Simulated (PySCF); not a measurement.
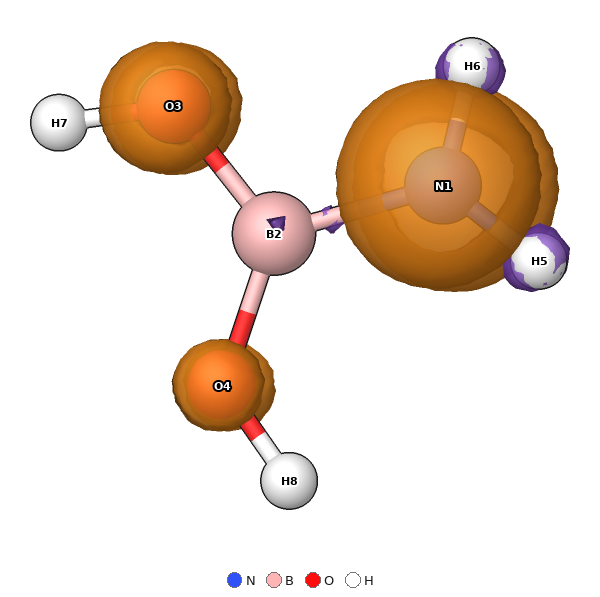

BH4NO2 (SMILES [NH2+]B(O)O) (charge +1, doublet). Isosurfaces of the spin density (α minus β) at +0.03 (orange) and −0.03 e/Å³ (purple), seen across its widest extent.

Geometry: GFN2-xTB.

These are results of PySCF 2.14.0, density-fitted response routines, UKS B3LYP, pcH-1 on B H N O, non-relativistic, mean-field spin-orbit, GIAO, not measurements.

```xyz
8

N    -0.8942   -0.7507    0.1173
B     0.1780    0.2349   -0.0213
O    -0.2602    1.5004    0.0983
O     1.4528   -0.0728   -0.2427
H    -0.7950   -1.7588    0.0560
H    -1.8442   -0.4297    0.2846
H     0.3542    2.2422    0.0211
H     1.8176   -0.9561   -0.3379
```

Describe the spin distribution.

The unpaired spin (1 electron) lies mostly on N1 (about 0.7) and O3 (about 0.1), in electrons by Hirshfeld's partition.
